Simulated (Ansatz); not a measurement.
**C10H10ClF13Si: structure and electronic state**

Aim: characterise C10H10ClF13Si as a singlet: its structure, frontier levels and distribution of charge.

Computed with Ansatz 0.2.0, Gaussian basis. Level: RKS PBE0-D4/def2-TZVP.

Plan: relaxation at r2SCAN-D4/def2-SVP; a single point at PBE0-D4/def2-TZVP.

1 further run of the same task is left out (it didn't finish).

### 1 The system as given

SMILES `C[Si](C)(Cl)CCC(F)(F)C(F)(F)C(F)(F)C(F)(F)C(F)(F)C(F)(F)F`, 35 atoms, charge 0, spin multiplicity 1.

Atoms are counted from 1 here; the program's logs count them from 0.

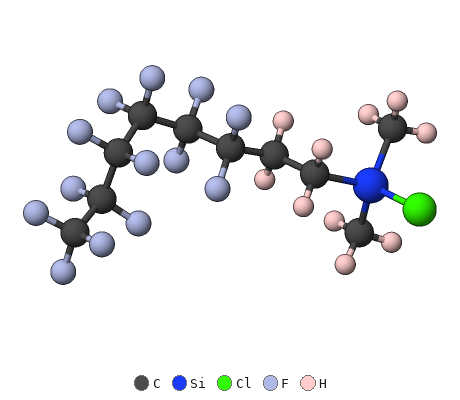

The starting geometry (carbon dark grey, silicon blue, chlorine green, fluorine light blue, hydrogen pink).

The start is a GFN2-xTB geometry.

### 2 Optimising with r2SCAN-D4/def2-SVP

Contents of in.yaml:

```yaml
crystal:
  periodic: [false, false, false]
  atoms:
    - {symbol: C, position_ang: [-3.876600, 2.148370, 0.035140]}
    - {symbol: Si, position_ang: [-3.861390, 0.432460, 0.859480]}
    - {symbol: C, position_ang: [-4.805650, -0.867560, -0.160590]}
    - {symbol: Cl, position_ang: [-4.706910, 0.575430, 2.701960]}
    - {symbol: C, position_ang: [-2.054580, -0.142350, 1.139680]}
    - {symbol: C, position_ang: [-1.269400, -0.321010, -0.154890]}
    - {symbol: C, position_ang: [0.161840, -0.745980, 0.148540]}
    - {symbol: F, position_ang: [0.206370, -1.908540, 0.838760]}
    - {symbol: F, position_ang: [0.780530, 0.171980, 0.932140]}
    - {symbol: C, position_ang: [1.012680, -0.923190, -1.144800]}
    - {symbol: F, position_ang: [0.363800, -1.775380, -1.967560]}
    - {symbol: F, position_ang: [1.077100, 0.251530, -1.804330]}
    - {symbol: C, position_ang: [2.456470, -1.491740, -0.987780]}
    - {symbol: F, position_ang: [3.009820, -1.533050, -2.215840]}
    - {symbol: F, position_ang: [2.366670, -2.764330, -0.563140]}
    - {symbol: C, position_ang: [3.469150, -0.770960, -0.040250]}
    - {symbol: F, position_ang: [4.624670, -1.458880, -0.134080]}
    - {symbol: F, position_ang: [3.062220, -0.883400, 1.231660]}
    - {symbol: C, position_ang: [3.783970, 0.719010, -0.371600]}
    - {symbol: F, position_ang: [2.689370, 1.487500, -0.251540]}
    - {symbol: F, position_ang: [4.202480, 0.817230, -1.643890]}
    - {symbol: C, position_ang: [4.882960, 1.318320, 0.565090]}
    - {symbol: F, position_ang: [4.511970, 1.252160, 1.837000]}
    - {symbol: F, position_ang: [5.073710, 2.595960, 0.260530]}
    - {symbol: F, position_ang: [6.040550, 0.685680, 0.431990]}
    - {symbol: H, position_ang: [-3.470580, 2.122510, -0.971550]}
    - {symbol: H, position_ang: [-3.293710, 2.864180, 0.608890]}
    - {symbol: H, position_ang: [-4.888360, 2.537930, -0.032200]}
    - {symbol: H, position_ang: [-5.858950, -0.613560, -0.233990]}
    - {symbol: H, position_ang: [-4.420160, -0.952370, -1.171900]}
    - {symbol: H, position_ang: [-4.743040, -1.849120, 0.301300]}
    - {symbol: H, position_ang: [-2.048290, -1.085850, 1.686200]}
    - {symbol: H, position_ang: [-1.534690, 0.582130, 1.767070]}
    - {symbol: H, position_ang: [-1.221630, 0.614120, -0.714100]}
    - {symbol: H, position_ang: [-1.722400, -1.089220, -0.781400]}
basis:
  gaussian: {orbitals: def2-SVP, fitting: {mean_field: def2-universal-jkfit}}
hamiltonian: {xc: r2scan, dispersion: d4}
scf: {lower_state_search: "off"}
output: {orbitals: {seedname: orbitals}}
relax: {f_tol: 0.03, max_steps: 70}
```

Launch:

```console
ansatz run in.yaml --threads 2 --pin off --events-out ev --progress --plain --max-ram 32768MiB --backend cuda --devices 0, --max-vram 18GiB
```

Log (excerpt; [...] marks lines left out):

```text
Functional definition: r2SCAN
  name "r2SCAN"
  cite "Furness, Kaplan, Ning, Perdew & Sun, J. Phys. Chem. Lett. 11, 8208 (2020) doi:10.1021/acs.jpclett.0c02405"
  cite "Furness, Kaplan, Ning, Perdew & Sun, J. Phys. Chem. Lett. 11, 9248 (2020) doi:10.1021/acs.jpclett.0c03077"
  parent r2scan
[...]
2187 factors; integrals over basis functions are off by at most 2.3e-1 eV
[...]
mean field -66191.70221416 eV, -2432.5001900231 hartree, gradient 6.4e-6 eV, S^2 0.000000; 0 other end points of the search recorded, 0 dependent functions left out
[...]
reference -66191.70222666 eV, -2432.5001904824 hartree; 109, 109 occupied and 299, 299 virtual orbitals, 2187 factors
relax step   1: F+E_penalty+E_count = -66192.05145287 eV  Δ(F+E_penalty+E_count) = +0.000e0 eV  max|allowed force component| = 1.378e0 eV/Å  Δτ_max = 0.0000 Å  (18 SCF iters, accepted)
[...]
relax step   4: F+E_penalty+E_count = -66192.24396524 eV  Δ(F+E_penalty+E_count) = -4.023e-3 eV  max|allowed force component| = 4.155e-2 eV/Å  Δτ_max = 0.0313 Å  (20 SCF iters, accepted)
[...]
relax step   7: F+E_penalty+E_count = -66192.25491621 eV  Δ(F+E_penalty+E_count) = -4.233e-3 eV  max|allowed force component| = 1.195e-1 eV/Å  Δτ_max = 0.0423 Å  (19 SCF iters, accepted)
[...]
relax step  10: F+E_penalty+E_count = -66192.26792704 eV  Δ(F+E_penalty+E_count) = -4.450e-3 eV  max|allowed force component| = 1.144e-1 eV/Å  Δτ_max = 0.0277 Å  (19 SCF iters, accepted)
[...]
Atom 20 at     3.941115     0.928113    -1.597900 Å, force     0.002069    -0.001371     0.004825 eV/Å
Atom 21 at     5.171887     1.203277     0.372438 Å, force    -0.006997     0.002639    -0.002708 eV/Å
Atom 22 at     5.221697     0.835127     1.652656 Å, force     0.003125    -0.000461    -0.004119 eV/Å
Atom 23 at     5.240027     2.531706     0.301617 Å, force     0.000480    -0.004043     0.001059 eV/Å
Atom 24 at     6.210793     0.686698    -0.275226 Å, force    -0.003940     0.001006     0.003929 eV/Å
Atom 25 at    -3.524367     2.048249    -1.036405 Å, force     0.000406    -0.001398     0.000584 eV/Å
Atom 26 at    -3.468382     2.831480     0.566573 Å, force    -0.000657     0.001265    -0.001311 eV/Å
Atom 27 at    -5.034696     2.406194    -0.165008 Å, force     0.000451    -0.000306    -0.000091 eV/Å
Atom 28 at    -5.890805    -0.623981    -0.342581 Å, force     0.001515    -0.000593    -0.000088 eV/Å
Atom 29 at    -4.389842    -1.014026    -1.216679 Å, force     0.001412     0.000606     0.000381 eV/Å
Atom 30 at    -4.799917    -1.881059     0.288892 Å, force    -0.000354    -0.001092    -0.001035 eV/Å
Atom 31 at    -2.163901    -1.063037     1.705710 Å, force     0.001323     0.000070     0.001446 eV/Å
Atom 32 at    -1.690425     0.636038     1.787514 Å, force     0.001067     0.000685     0.002066 eV/Å
Atom 33 at    -1.240328     0.628158    -0.720926 Å, force    -0.000763    -0.001624     0.000977 eV/Å
Atom 34 at    -1.701813    -1.085253    -0.787609 Å, force     0.001261     0.001099     0.000211 eV/Å
Dipole moment:    -0.366152     0.121187    -0.384493 e Å
Checks for a lower state left out: stability, starts, cluster_reference, orbital_swaps, neighbouring_geometries, increment
```

It took 73 s on 1 × H100 (card shared with other runs) with 2 threads of AMD EPYC 7R13, shared host.

Step by step:

```csv
step,energy from step 1 (eV),largest force component (eV/Å)
1,0.0000,1.3785
2,-0.1667,0.3832
3,-0.1885,0.1801
4,-0.1925,0.0415
5,-0.1961,0.0702
6,-0.1992,0.2758
7,-0.2035,0.1195
8,-0.2102,0.0218
9,-0.2120,0.3960
10,-0.2165,0.1144
11,-0.2183,0.0072
12,-0.2194,0.0472
13,-0.2196,0.0093
```

The force was under the threshold of 0.03 eV/Å already at step 8, but the program went on to step 13.

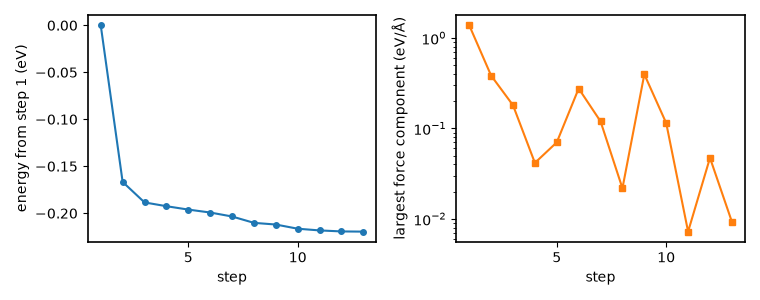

Energy and force, step by step.

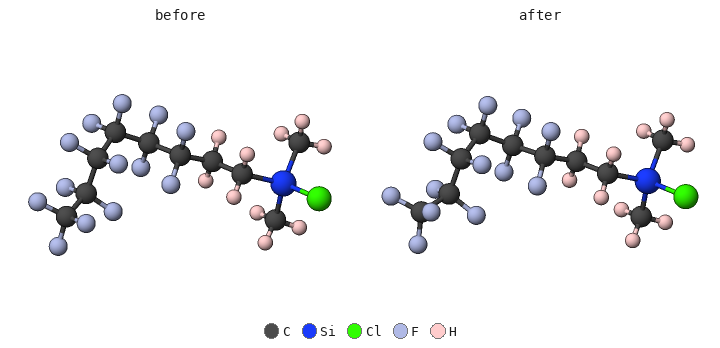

The geometry before (left) and after (right).

Close pairs (by a distance rule), those that changed most:

```csv
bond,before (Å),after (Å),change (Å)
Si2–Cl4,2.032,2.093,+0.060
C1–Si2,1.904,1.869,-0.035
Si2–C3,1.903,1.869,-0.034
Si2–C5,1.917,1.884,-0.033
C3–H30,1.086,1.103,+0.017
C1–H26,1.086,1.103,+0.017
C3–H29,1.086,1.102,+0.016
C1–H28,1.086,1.102,+0.015
```

Bonds by kind at the end (by distance):

```csv
bond,count,shortest (Å),longest (Å)
C–F,13,1.329,1.359
C–C,7,1.516,1.556
C–Si,3,1.869,1.884
Cl–Si,1,2.093,2.093
C–H,10,1.101,1.104
```

### 3 Single point, PBE0-D4/def2-TZVP

start.molden holds the orbitals of an earlier run on this state, given as this run's starting guess.

Contents of in.yaml:

```yaml
crystal:
  periodic: [false, false, false]
  atoms:
    - {symbol: C, position_ang: [-3.992142, 2.073853, -0.037823]}
    - {symbol: Si, position_ang: [-3.925492, 0.395651, 0.782125]}
    - {symbol: C, position_ang: [-4.832434, -0.900804, -0.212736]}
    - {symbol: Cl, position_ang: [-4.857517, 0.548730, 2.649490]}
    - {symbol: C, position_ang: [-2.147637, -0.122210, 1.128728]}
    - {symbol: C, position_ang: [-1.296198, -0.300982, -0.129374]}
    - {symbol: C, position_ang: [0.126707, -0.693187, 0.214726]}
    - {symbol: F, position_ang: [0.149123, -1.879177, 0.875830]}
    - {symbol: F, position_ang: [0.684772, 0.240528, 1.029335]}
    - {symbol: C, position_ang: [1.026452, -0.822920, -1.035975]}
    - {symbol: F, position_ang: [0.388577, -1.627014, -1.918844]}
    - {symbol: F, position_ang: [1.155863, 0.402324, -1.595129]}
    - {symbol: C, position_ang: [2.447030, -1.432745, -0.889118]}
    - {symbol: F, position_ang: [2.968325, -1.483568, -2.130933]}
    - {symbol: F, position_ang: [2.321590, -2.690646, -0.428764]}
    - {symbol: C, position_ang: [3.493541, -0.740786, 0.031624]}
    - {symbol: F, position_ang: [4.628853, -1.459917, -0.116037]}
    - {symbol: F, position_ang: [3.082465, -0.844813, 1.305146]}
    - {symbol: C, position_ang: [3.836108, 0.741992, -0.269592]}
    - {symbol: F, position_ang: [2.860963, 1.528019, 0.214254]}
    - {symbol: F, position_ang: [3.941115, 0.928113, -1.597900]}
    - {symbol: C, position_ang: [5.171887, 1.203277, 0.372438]}
    - {symbol: F, position_ang: [5.221697, 0.835127, 1.652656]}
    - {symbol: F, position_ang: [5.240027, 2.531706, 0.301617]}
    - {symbol: F, position_ang: [6.210793, 0.686698, -0.275226]}
    - {symbol: H, position_ang: [-3.524367, 2.048249, -1.036405]}
    - {symbol: H, position_ang: [-3.468382, 2.831480, 0.566573]}
    - {symbol: H, position_ang: [-5.034696, 2.406194, -0.165008]}
    - {symbol: H, position_ang: [-5.890805, -0.623981, -0.342581]}
    - {symbol: H, position_ang: [-4.389842, -1.014026, -1.216679]}
    - {symbol: H, position_ang: [-4.799917, -1.881059, 0.288892]}
    - {symbol: H, position_ang: [-2.163901, -1.063037, 1.705710]}
    - {symbol: H, position_ang: [-1.690425, 0.636038, 1.787514]}
    - {symbol: H, position_ang: [-1.240328, 0.628158, -0.720926]}
    - {symbol: H, position_ang: [-1.701813, -1.085253, -0.787609]}
basis:
  gaussian: {orbitals: def2-TZVP, fitting: {mean_field: def2-universal-jkfit}, initial_orbitals: start.molden}
hamiltonian: {xc: pbe0, dispersion: d4}
scf: {omitted_lower_state_checks: [starts]}
output: {orbitals: {seedname: orbitals}}
```

Launched as before.

Log (excerpt; [...] marks lines left out):

```text
Functional definition: PBE0
  name "PBE0"
  cite "Adamo & Barone, J. Chem. Phys. 110, 6158 (1999) doi:10.1063/1.478522"
  cite "Perdew, Burke & Ernzerhof, Phys. Rev. Lett. 77, 3865 (1996) doi:10.1103/PhysRevLett.77.3865"
  parent pbe
[...]
2187 factors; integrals over basis functions are off by at most 1.6e0 eV
[...]
mean field -66222.17820282 eV, -2433.6201619491 hartree, gradient 8.7e-6 eV, S^2 0.000000; 0 other end points of the search recorded, 0 dependent functions left out
reference -66222.17824908 eV, -2433.6201636490 hartree; 109, 109 occupied and 738, 738 virtual orbitals, 2187 factors
Total energy: -66223.19459164 eV, -2433.6575135492 hartree
Checks for a lower state left out: starts
```

Wall time 15 s (1 × H100 (card shared with other runs) with 2 threads of AMD EPYC 7R13, shared host).

Report: HOMO -8.56 eV, LUMO 0.29 eV.

Mulliken charges, from this run's orbitals:

C1 -0.48; Si2 0.43; C3 -0.48; Cl4 -0.26; C5 -0.34; C6 -0.32; C7 0.33; F8 -0.17; F9 -0.17; C10 0.28; F11 -0.16; F12 -0.16; C13 0.36; F14 -0.14; F15 -0.13; C16 0.20; F17 -0.14; F18 -0.13; C19 0.27; F20 -0.14; F21 -0.14; C22 0.41; F23 -0.13; F24 -0.13; F25 -0.13; H26 0.14; H27 0.15; H28 0.15; H29 0.15; H30 0.14; H31 0.15; H32 0.15; H33 0.15; H34 0.14; H35 0.15

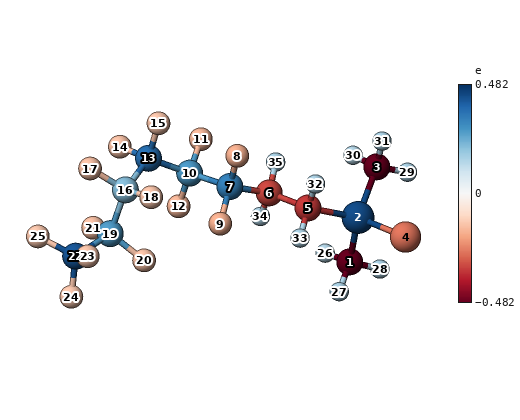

Mulliken charges, from this run's orbitals, as colours on the atoms.

Largest Mayer bond orders: C22–F25 1.18; C22–F24 1.17; C22–F23 1.16; Si2–Cl4 1.15; C13–F15 1.14; C13–F14 1.12; C16–F18 1.12; C19–F21 1.12; C19–F20 1.11; C16–F17 1.10.

The fields below are evaluated on a grid from the run's orbitals.

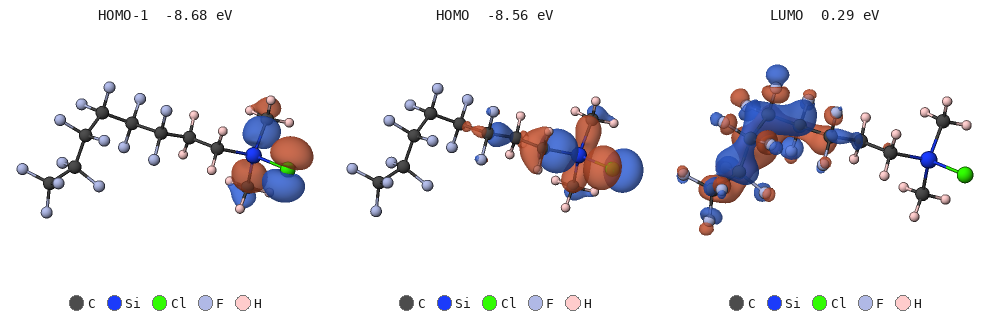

PBE0-D4/def2-TZVP orbitals near the gap, drawn at the value that encloses 70 % of each; the two colours are the two signs.

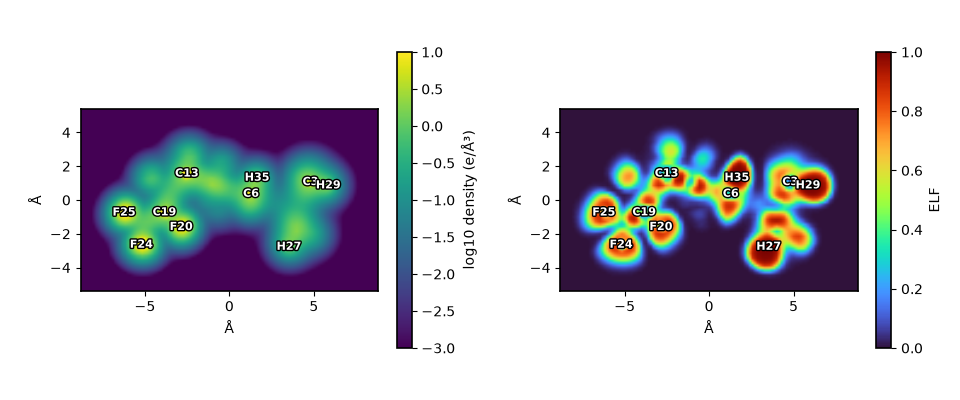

Density (left) and ELF (right) in a plane through or near 10 of the atoms.

### 4 Summary of results

| quantity | value |
| --- | --- |
| point group | C1 |
| commonest bond, hydrogen aside | C–F, 13 of mean length 1.346 Å |
| HOMO, LUMO at PBE0-D4/def2-TZVP | -8.56, 0.29 eV |
| dipole at r2SCAN-D4/def2-SVP | 2.62 D |

The molecule keeps its bonding pattern by the stored test; the atoms moved 0.25 Å (rms). No usable vibrations, so a minimum isn't proven. The HOMO lies nearest to Cl4 39 %; C5 21 % and the LUMO to C13 16 %; C16, C19 about 11 % each. The point group is read from a loosely relaxed geometry; soft torsions can leave it below the true symmetry.
